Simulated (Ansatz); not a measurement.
# Black phosphorene bilayer (AB) in a perpendicular field

Wanted: the out-of-plane response of the black phosphorene bilayer (AB). A positive field points along +c.

Main program and level: Ansatz 0.2.0; plane-wave DFT, PBE-D3(BJ), Ansatz PAW.

**1. The structure**

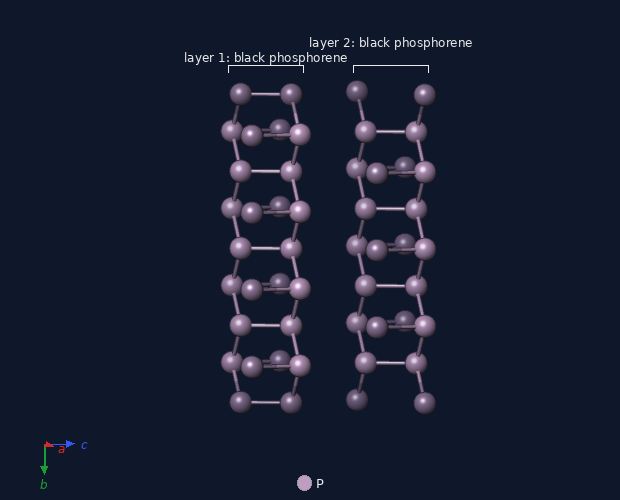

Start, viewed from the side, with the c axis across the page; phosphorus pink. 1×3×1 cells are drawn. Some periodic images of atoms are drawn too.

The cell holds 8 atoms: 8 P. Its edges and angles: a = 4.620 Å, b = 3.300 Å, c = 46.380 Å, α = 90.0°, β = 90.0°, γ = 90.0°. Regions: layer 1: black phosphorene, 4 atoms (4 P); layer 2: black phosphorene, 4 atoms (4 P). Vacuum lies along c.

**2. Relaxing the slab**

The starting cell is a guess, so the in-plane lattice and the atoms are relaxed first, with the slab cut off from its images along the normal.

Contents of input.yaml:

```yaml
crystal:
  lattice:
    - [4.62, 0.0, 0.0]
    - [0.0, 3.3, 0.0]
    - [0.0, 0.0, 46.380000001]
  atoms:
    - { symbol: P, position: [0.09, 0.0, 0.4172056921] }
    - { symbol: P, position: [0.41, 0.5, 0.4193617939] }
    - { symbol: P, position: [0.91, 0.0, 0.4655023717] }
    - { symbol: P, position: [0.59, 0.5, 0.46334627] }
    - { symbol: P, position: [0.09, 0.5, 0.5344976283] }
    - { symbol: P, position: [0.41, 0.0, 0.53665373] }
    - { symbol: P, position: [0.91, 0.5, 0.5827943079] }
    - { symbol: P, position: [0.59, 0.0, 0.5806382061] }
  periodic: [true, true, false]
kpoints:
  mp_grid: { grid: [8, 10, 1] }
hamiltonian:
  xc: pbe
  dispersion: d3bj
scf:
  occupations: { method: fermi_dirac, width: 0.05 }
  convergence: { dr2_threshold: 1.0e-09 }
relax:
  f_tol: 0.004
  max_steps: 90
  cell: {}
output:
  write_potential: true
  write_density: true
  volumetric_format: npy
```

The run is started by

```console
$ ansatz run input.yaml --threads 2 --pin off --max-ram 4096MiB --backend cpu --events-out ev --progress --plain --runs-dir out
```

Numbers of over 12 decimals in the logs are rounded to 6 here.

The log of the run:

```text
Warning: relax.cell: scf.convergence.dr2_threshold = 1e-9 eV is looser than the 2.55932515685e-10 eV advised for a relaxation that steers and ends on the stress (1e-10 eV for each atom of the cell: 8, times the square of relax.cell.stress_2d_tol = 0.05 N/m over 17.7 Å (the atoms' height at the walk's start and 5 Å past either face), 2.828e-2 GPa, over a crystal's default 0.05). What an SCF threshold leaves in a stress goes as its square root, and in the free energy as the threshold itself, and one threshold admits the most on a small cell: [figures from the program's tests cut] Set scf.convergence.dr2_threshold to 2.55932515685e-10 eV or tighter. [rest of the remark cut]
Engine: ansatz 0.2.0, x86_64-unknown-linux-gnu
Pseudopotentials: kind: paw
Pseudopotential: P, paw, valence charge 5, recommended cutoff 420 eV (normal), P.paw.azcp
Functional definition: PBE
  parameter kappa = 0.804
  parameter beta = 0.066725
  exchange = pbe_x(kappa = kappa, mu = beta*pi^2/3)
  correlation = pbe_c(beta = beta)
Crystal: 8 atoms, lattice volume = 707.109 Å³
Basis set: ecut = 420 eV, 13979 PW (Γ), exchange–correlation on 64×48×640 points (8 copies of the dense FFT grid, shifted against one another)
Bands: 28, of which v1, the nominal top of the filled ones, is band 20 counted from 1 (19 counted from 0)
Symmetry: 4 space group operations
Space group: P21/m (ITA 11), of the structure as read, at distance tolerance 8.9e-5 Å
k-points: 30 of 80
Non-local potential: P, projectors of the file, l = 0: 2, l = 1: 2, l = 2: 2
PAW form: soft (Blöchl's): semilocal exchange-correlation on the pseudo side does not see the compensation charge
PAW one-centre angular grid: P, 110 points (default); XC on 64 Gauss nodes
Initial density: superposition of atomic densities (neutral atoms: chi_scale 0, normalization atom), corrected by the library's trained network
Initial wavefunctions: pseudopotential atomic-orbital guess
Functional: x = pbe(κ = 0.804, μ = 0.219515), c = pbe(β = 0.066725)
SCF iter   1: F=—  HF=-6047.422331 eV  |F-HF|=—  |Δ(HF+E_count)|=         —  Δρ=1.37e-3  dr2=1.18e-1  ethr=1.77e-3  ⟨swp⟩=13.3  Hψ=7123  notcnv=0
preconditioner: auto → Resta (q_TF=auto, 1.690 Å⁻¹)  ε∞=2.0  [insulator: Δε(μ)=0.340 eV  Ē_g=8.734 eV  σ=0.050 eV  W_gap=0.94  n_scr=54 (ndim 8)  ℏωp=8.8 eV  f_vac=0.741  D(μ)=0.05/eV (n_scr^D=0)  ε∞_Penn≈2.0  vacuum switching on, ρ_ref=5.5e-3 e/Å³]
SCF iter   2: F=—  HF=-6047.428594 eV  |F-HF|=—  |Δ(HF+E_count)|=   6.26e-3  Δρ=1.65e-3  dr2=1.84e-1  ethr=2.96e-4  ⟨swp⟩=4.6  Hψ=2045  notcnv=0  defer=46
SCF iter   3: F=—  HF=-6047.407612 eV  |F-HF|=—  |Δ(HF+E_count)|=   2.10e-2  Δρ=5.95e-4  dr2=4.99e-3  ethr=2.96e-4  ⟨swp⟩=2.9  Hψ=1295  notcnv=0  defer=46
SCF iter   4: F=—  HF=-6047.407749 eV  |F-HF|=—  |Δ(HF+E_count)|=   1.37e-4  Δρ=1.62e-4  dr2=6.89e-4  ethr=1.25e-5  ⟨swp⟩=3.3  Hψ=1691  notcnv=0  defer=46
SCF iter   5: F=—  HF=-6047.407705 eV  |F-HF|=—  |Δ(HF+E_count)|=   4.45e-5  Δρ=6.76e-5  dr2=4.05e-5  ethr=1.72e-6  ⟨swp⟩=2.7  Hψ=1382  notcnv=0  defer=46
SCF iter   6: F=—  HF=-6047.407691 eV  |F-HF|=—  |Δ(HF+E_count)|=   1.32e-5  Δρ=2.09e-5  dr2=7.79e-6  ethr=1.01e-7  ⟨swp⟩=3.1  Hψ=1826  notcnv=0  defer=46
SCF iter   7: F=—  HF=-6047.407692 eV  |F-HF|=—  |Δ(HF+E_count)|=   5.77e-7  Δρ=5.20e-6  dr2=4.69e-7  ethr=1.95e-8  ⟨swp⟩=2.9  Hψ=1596  notcnv=0  defer=46
SCF iter   8: F=—  HF=-6047.407753 eV  |F-HF|=—  |Δ(HF+E_count)|=   6.05e-5  Δρ=1.54e-6  dr2=2.24e-8  ethr=1.17e-9  ⟨swp⟩=2.9  Hψ=1630  notcnv=0  defer=46
SCF iter   9: F=-6047.407753 eV  HF=-6047.407753 eV  |F-HF|=8.80e-10  |Δ(HF+E_count)|=   2.31e-8  Δρ=2.06e-7  dr2=2.65e-10  ethr=2.50e-12  ⟨swp⟩=10.0  Hψ=7801  notcnv=0
SCF 1 converged in 9 iterations: F = -6047.407753 eV  dr2 = 2.65e-10
  greatest PAW one-centre occupation: 0.815 electrons in one spin orbital (limit 2), on the P atom at site 4 (counted from 0), in its partial waves of l = 0
relax step   1: F+E_penalty+E_count = -6047.40775255 eV  Δ(F+E_penalty+E_count) = +0.000e0 eV  max|allowed force component| = 1.075e0 eV/Å  Δτ_max = 0.0000 Å  P = -2.374 N/m  Ω = 707.109 Å³  fix = [c, alpha, beta]  reactions: c +0.000 N/m; beta +0.000 N/m/rad  (9 SCF iters, accepted)
Crystal: 8 atoms, lattice volume = 688.422 Å³
Basis set: ecut = 420 eV, 13579 PW (Γ), exchange–correlation on 64×48×640 points (8 copies of the dense FFT grid, shifted against one another)
Initial density: handed on by an earlier stage of this run
Initial wavefunctions: those handed on with the density
iter 1 solved again at ethr=5.26e-4 eV; its pass at ethr=3.10e-3 eV (dr2=2.11e-1 eV) is discarded
SCF iter   1: F=—  HF=-6047.622490 eV  |F-HF|=—  |Δ(HF+E_count)|=         —  Δρ=5.97e-3  dr2=2.12e-1  ethr=5.26e-4  ⟨swp⟩=2.3  Hψ=8161  notcnv=0
preconditioner: auto → LDOS  [insulator: Δε(μ)=0.304 eV  Ē_g=8.843 eV  σ=0.050 eV  W_gap=0.91  n_scr=54 (ndim 8)  ℏωp=9.0 eV  f_vac=0.744  D(μ)=0.08/eV (n_scr^D=2)  ε∞_Penn≈2.0  β→1.0]
SCF iter   2: F=—  HF=-6047.619206 eV  |F-HF|=—  |Δ(HF+E_count)|=   3.28e-3  Δρ=2.87e-3  dr2=2.05e-1  ethr=5.26e-4  ⟨swp⟩=4.3  Hψ=2157  notcnv=0  defer=1
SCF iter   3: F=—  HF=-6047.585821 eV  |F-HF|=—  |Δ(HF+E_count)|=   3.34e-2  Δρ=1.32e-3  dr2=1.08e-1  ethr=5.13e-4  ⟨swp⟩=4.6  Hψ=2046  notcnv=0  defer=26
SCF iter   4: F=—  HF=-6047.573544 eV  |F-HF|=—  |Δ(HF+E_count)|=   1.23e-2  Δρ=4.52e-4  dr2=3.83e-3  ethr=2.69e-4  ⟨swp⟩=3.4  Hψ=1483  notcnv=0  defer=34
SCF iter   5: F=—  HF=-6047.572194 eV  |F-HF|=—  |Δ(HF+E_count)|=   1.35e-3  Δρ=1.25e-4  dr2=2.32e-4  ethr=9.56e-6  ⟨swp⟩=3.4  Hψ=1820  notcnv=0  defer=34
SCF iter   6: F=—  HF=-6047.572169 eV  |F-HF|=—  |Δ(HF+E_count)|=   2.55e-5  Δρ=3.71e-5  dr2=1.06e-5  ethr=5.79e-7  ⟨swp⟩=2.9  Hψ=1608  notcnv=0  defer=34
SCF iter   7: F=—  HF=-6047.572196 eV  |F-HF|=—  |Δ(HF+E_count)|=   2.68e-5  Δρ=7.34e-6  dr2=5.68e-7  ethr=2.65e-8  ⟨swp⟩=2.7  Hψ=1661  notcnv=0  defer=34
SCF iter   8: F=—  HF=-6047.572255 eV  |F-HF|=—  |Δ(HF+E_count)|=   5.97e-5  Δρ=1.99e-6  dr2=4.26e-8  ethr=1.42e-9  ⟨swp⟩=3.2  Hψ=1785  notcnv=0  defer=34
SCF iter   9: F=—  HF=-6047.572255 eV  |F-HF|=—  |Δ(HF+E_count)|=   2.67e-8  Δρ=7.01e-7  dr2=4.20e-9  ethr=1.07e-10  ⟨swp⟩=3.0  Hψ=1597  notcnv=0  defer=34
SCF iter  10: F=-6047.572255 eV  HF=-6047.572255 eV  |F-HF|=1.84e-9  |Δ(HF+E_count)|=   7.33e-9  Δρ=2.45e-7  dr2=4.44e-10  ethr=2.50e-12  ⟨swp⟩=11.9  Hψ=6982  notcnv=0
SCF 2 converged in 10 iterations: F = -6047.572255 eV  dr2 = 4.44e-10
  greatest PAW one-centre occupation: 0.813 electrons in one spin orbital (limit 2), on the P atom at site 7 (counted from 0), in its partial waves of l = 0
[...]
relax step   4: F+E_penalty+E_count = -6047.70646118 eV  Δ(F+E_penalty+E_count) = -2.236e-2 eV  max|allowed force component| = 2.989e-1 eV/Å  Δτ_max = 0.1950 Å  P = +0.410 N/m  Ω = 674.434 Å³  energy of the carried Pulay correction = +9.453e-4 eV  fix = [c, alpha, beta]  reactions: c +0.000 N/m; beta +0.000 N/m/rad  (10 SCF iters, accepted)
[...]
relax step   5: F+E_penalty+E_count = -6047.74107761 eV  Δ(F+E_penalty+E_count) = -3.462e-2 eV  max|allowed force component| = 8.388e-2 eV/Å  Δτ_max = 0.0868 Å  P = +0.464 N/m  Ω = 655.448 Å³  energy of the carried Pulay correction = +1.515e-3 eV  fix = [c, alpha, beta]  reactions: c +0.000 N/m; beta -0.000 N/m/rad  (9 SCF iters, accepted)
[...]
relax step   6: F+E_penalty+E_count = -6047.74747156 eV  Δ(F+E_penalty+E_count) = -6.394e-3 eV  max|allowed force component| = 4.983e-2 eV/Å  Δτ_max = 0.0398 Å  P = +0.115 N/m  Ω = 662.808 Å³  energy of the carried Pulay correction = +1.293e-3 eV  fix = [c, alpha, beta]  reactions: c +0.000 N/m; beta -0.000 N/m/rad  (9 SCF iters, accepted)
[...]
relax step   7: F+E_penalty+E_count = -6047.74792665 eV  Δ(F+E_penalty+E_count) = -4.551e-4 eV  max|allowed force component| = 1.399e-2 eV/Å  Δτ_max = 0.0074 Å  P = -0.035 N/m  Ω = 662.646 Å³  energy of the carried Pulay correction = +1.297e-3 eV  fix = [c, alpha, beta]  reactions: c +0.000 N/m; beta +0.000 N/m/rad  (8 SCF iters, accepted)
[...]
relax step   8: F+E_penalty+E_count = -6047.74797065 eV  Δ(F+E_penalty+E_count) = -4.401e-5 eV  max|allowed force component| = 1.478e-3 eV/Å  Δτ_max = 0.0022 Å  P = -0.000 N/m  Ω = 662.448 Å³  energy of the carried Pulay correction = +1.303e-3 eV  fix = [c, alpha, beta]  reactions: c -0.000 N/m; beta +0.000 N/m/rad  (7 SCF iters, accepted)
Basis set: ecut = 420 eV, 12963 PW (Γ), exchange–correlation on 60×48×640 points (8 copies of the dense FFT grid, shifted against one another)
Initial wavefunctions: pseudopotential atomic-orbital guess (no wavefunctions were taken with the density)
iter 1 solved again at ethr=4.41e-7 eV; its pass at ethr=3.10e-3 eV (dr2=1.77e-4 eV) is discarded
SCF iter   1: F=—  HF=-6047.747325 eV  |F-HF|=—  |Δ(HF+E_count)|=         —  Δρ=1.73e-5  dr2=1.81e-7  ethr=4.41e-7  ⟨swp⟩=5.4  Hψ=11037  notcnv=0
eigensolver tolerance schedule: the retry pair's looser diagonalisation over-reported the residual by 972.01 of it (diagonalisation noise at 0.16 of the residual, at the tolerance the schedule requests for it); recorded, not acted on — ethr = c·dr2/N_el stays at c = 1.0e-1
SCF iter   2: F=—  HF=-6047.747332 eV  |F-HF|=—  |Δ(HF+E_count)|=   7.40e-6  Δρ=1.65e-6  dr2=4.98e-8  ethr=4.54e-10  ⟨swp⟩=4.8  Hψ=2772  notcnv=0
SCF iter   3: F=—  HF=-6047.747332 eV  |F-HF|=—  |Δ(HF+E_count)|=   4.54e-9  Δρ=1.66e-6  dr2=7.01e-8  ethr=1.25e-10  ⟨swp⟩=3.4  Hψ=1929  notcnv=0
SCF iter   4: F=-6047.747332 eV  HF=-6047.747332 eV  |F-HF|=1.96e-10  |Δ(HF+E_count)|=   1.46e-8  Δρ=2.30e-7  dr2=7.41e-10  ethr=2.50e-12  ⟨swp⟩=16.0  Hψ=9241  notcnv=0
SCF 9 converged in 4 iterations: F = -6047.747332 eV  dr2 = 7.41e-10
relax step   9: F+E_penalty+E_count = -6047.74733229 eV  Δ(F+E_penalty+E_count) = +6.384e-4 eV  max|allowed force component| = 1.446e-3 eV/Å  Δτ_max = 0.0000 Å  P = -0.009 N/m  Ω = 662.448 Å³  fix = [c, alpha, beta]  reactions: c +0.000 N/m; beta +0.000 N/m/rad  stress off target by 1.72e-2 N/m on what of the cell is left free  SCF on the basis re-selected at this cell (its energy is not comparable with the rows above)  (4 SCF iters)
basis re-selected at this cell: Δ(F+E_penalty+E_count) = +6.384e-4 eV, ΔP = -0.009 N/m vs the last step (what re-selecting the basis moved, of the pressure what is left beyond the Pulay correction that the steps carried, after the strain that the cell walked since its last selection, with what the two solves' SCF thresholds leave and, on support functions, any second-order correction that the steps lacked; it is no measure of the basis error at this ecutwfc). The dense FFT grid was sized anew with the basis: this SCF ran on 30×24×320 points, the steps before it on 32×24×320, so part of this shift can come from that change (see relax.cell in the input reference). [rest of the remark cut]
WARN: The output density's exchange-correlation potential varies sharply where the density is thin. Do not read a vacuum level from v_tot or v_xc, or from such a field of the output density. On a cell that repeats whose density bears no net charge and no dipole along the vacuum's axis use v_es (v_loc + v_h of the components); under efield.dipole_correction with no amplitude use v_es + v_field, which holds any externa [...]
SCF converged after 4 iterations
Free energy (F): -6047.747332 eV
Harris-Foulkes:  -6047.747332 eV  (|F-HF|=1.96e-10)
Internal energy: -6047.744532 eV  (E = F + TS)
E sigma→0 (E₀):  -6047.745932 eV
Entropy (-TS):   -0.002800 eV (-0.350 meV/atom)
Fermi energy:    -4.367081 eV
--- Per-component energies (eV) ---
  E_band       = -447.093642
  E_kinetic    = 561.718705
  E_local      = -85106.560916  (includes V_loc(G=0)·N_el)
  E_nonlocal   = 271.505070
  E_hartree    = 42185.582257
  E_xc         = -490.821707
  E_vxc        = -484.656763  (∫ρ·V_xc dr)
  E_paw        = -4554.686006  (= ΣΔE_a)
  E_vpaw       = -60.266369  (= ΣTr[D̂ρ^β])
  E_aug_tail   = 0.000025  (compensation charges beyond the density's cutoff)
  E_ewald      = 41088.046536
  E_disp       = -2.528495  (pairwise vdW)
  E_smearing   = -0.002800  (= −TS)
  E_closure    = 0.000000  (closes the sum)
  Σ components = -6047.747332   (vs F -6047.747332, Δ=0.00e0)
--- Forces (eV/Å), atoms counted from 1 ---
  atom   1  P     -0.00144578    -0.00000000    -0.00042307
  atom   2  P      0.00127137     0.00000000    -0.00027437
  atom   3  P     -0.00140209     0.00000000     0.00090190
  atom   4  P      0.00104521    -0.00000000     0.00108479
  atom   5  P      0.00140209    -0.00000000    -0.00090190
  atom   6  P     -0.00104521     0.00000000    -0.00108479
  atom   7  P      0.00144578     0.00000000     0.00042307
  atom   8  P     -0.00127137    -0.00000000     0.00027437
  max |Σ_I F_I| component: 8.67e-19 eV/Å
--- 2D stress c σ (N/m, compression-positive) ---
       -0.017196      -0.000000      -0.000000
       -0.000000      -0.001722      -0.000000
       -0.000000      -0.000000      -0.000000
  P = ½ c Tr σ = -0.0095 N/m
--- Band table (eV; the first three rows and the last of 30) ---
  k-point 0: bands = [... 16 lower, -6.7034, -6.6601, -5.3952, -4.4049, -4.3129, -3.6325, -3.6202, -3.3201, ... 4 higher]
  k-point 1: bands = [... 16 lower, -7.1197, -6.6287, -5.3381, -4.5199, -4.2053, -3.5299, -2.6728, -2.4076, ... 4 higher]
  k-point 2: bands = [... 16 lower, -6.9684, -6.4584, -5.4240, -4.9982, -3.9102, -3.5620, -3.0021, -2.9641, ... 4 higher]
  k-point 29: bands = [... 16 lower, -6.4687, -6.4687, -6.4607, -6.4607, -2.4847, -2.4847, -2.4753, -2.4753, ... 4 higher]
  the weakly bound empty levels are not read free of the cell's end (no_gap_told)
--- Relaxed structure (8 steps of the walk, 8 accepted, 1 SCFs on fresh bases) ---
  F+E_penalty+E_count = -6047.74733229 eV   max|allowed force component| = 1.446e-3 eV/Å   (the final SCF, on the basis selected at the relaxed cell)
  cell:  # Å, volume = 662.4483 Å³
    - [4.320110, 0.0, 0]
    - [0.0, 3.306179, 0.0]
    - [0, 0.0, 46.380000001]
  atoms:
    - { symbol: P, position: [0.079416, 0.0, 0.421969] }
    - { symbol: P, position: [0.422689, 0.5, 0.421981] }
    - { symbol: P, position: [0.923399, 0.0, 0.468208] }
    - { symbol: P, position: [0.578653, 0.5, 0.468222] }
    - { symbol: P, position: [0.076601, 0.5, 0.531792] }
    - { symbol: P, position: [0.421347, 0.0, 0.531778] }
    - { symbol: P, position: [0.920584, 0.5, 0.578031] }
    - { symbol: P, position: [0.577311, 0.0, 0.578019] }
```

It took 8.6 min on 2 threads of Intel Xeon at 2.50GHz (Skylake/Cascade Lake), shared host; peak memory 1.1 GiB.

The steps of the relaxation:

| step | energy less that of the first step (eV) | largest force component (eV/Å) | volume (Å³) |
| --- | --- | --- | --- |
| 1 | 0.0000 | 1.0746 | 707.11 |
| 2 | -0.1645 | 0.4433 | 688.42 |
| 3 | -0.2764 | 0.1755 | 680.87 |
| 4 | -0.2987 | 0.2989 | 674.43 |
| 5 | -0.3333 | 0.0839 | 655.45 |
| 6 | -0.3397 | 0.0498 | 662.81 |
| 7 | -0.3402 | 0.0140 | 662.65 |
| 8 | -0.3402 | 0.0015 | 662.45 |
| 9* | -0.3396 | 0.0014 | 662.45 |

Relaxation steps marked * repeat the geometry before them on a plane-wave basis chosen anew for their cell, so energy and pressure can jump there.

The run keeps the 4 symmetry operations that it works with, so distortions that break them were not tested.

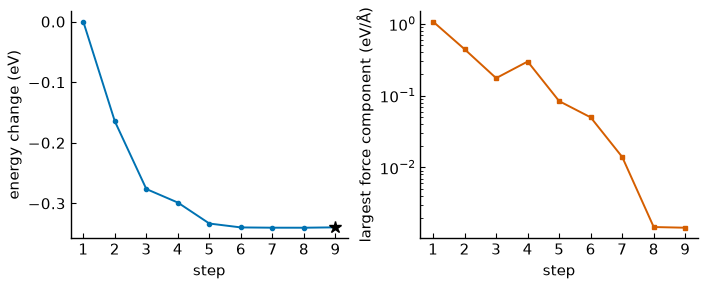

Energy and largest force along the relaxation. Stars mark steps on a basis chosen anew.

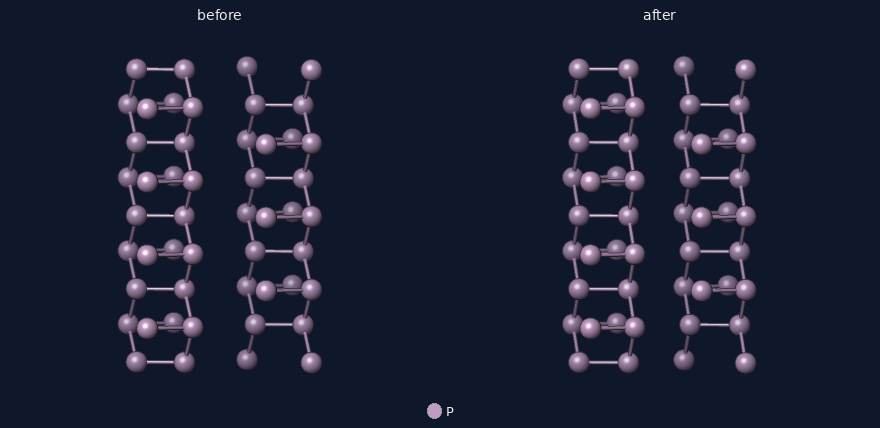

Before and after, at one scale.

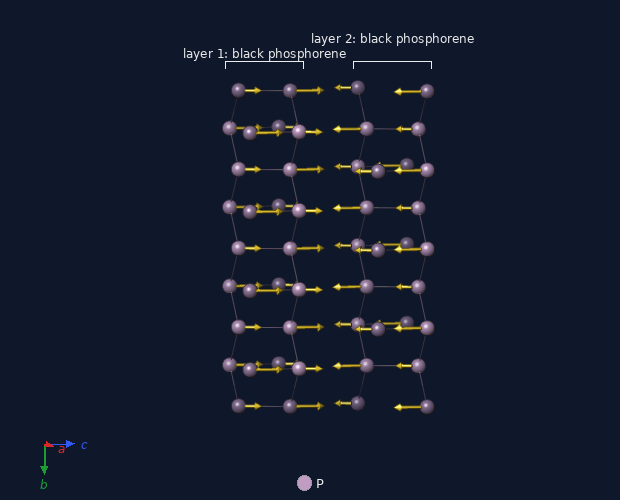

Displacements in the relaxation, exaggerated, measured against the changing cell; the longest in the cell stands for 0.23 Å. 1×3×1 cells are drawn. Some periodic images of atoms are drawn too.

| cell as run | before | after | change |
| --- | --- | --- | --- |
| a (Å) | 4.620 | 4.320 | -6.5 % |
| b (Å) | 3.300 | 3.306 | +0.2 % |

The atoms that moved most (Å, along periodic axes as changes of fractional coordinates times the final cell, across vacuum about the mean position):

| atom | dx | dy | dz | length |
| --- | --- | --- | --- | --- |
| P4 | -0.049 | 0.000 | 0.226 | 0.231 |
| P6 | 0.049 | 0.000 | -0.226 | 0.231 |
| P7 | 0.046 | 0.000 | -0.221 | 0.226 |
| P1 | -0.046 | 0.000 | 0.221 | 0.226 |
| P5 | -0.058 | 0.000 | -0.125 | 0.138 |
| P3 | 0.058 | 0.000 | 0.125 | 0.138 |
| P8 | -0.055 | 0.000 | -0.121 | 0.133 |
| P2 | 0.055 | 0.000 | 0.121 | 0.133 |

Numbers from this step:

```
energy at zero smearing : -6047.7459 eV
```

The lattice constant a goes from 4.620 to 4.320 Å.

(Continued in part 2 of 3.)

[Logs are printed without paths, hosts, clocks, repeated set-up lines and the standing remarks that a program may print on its own settings, such as how far it seeks lower states.]

[Hosts, paths, dates, database ids (printed as entryN), source tags and the programs' standing remarks are cut or masked in the printed files.]

[Maps of the electrostatic potential energy from Ansatz leave out the sawtooth potential of an applied field or a dipole correction, so their vacuum need not be flat; planar profiles and work functions include it.]
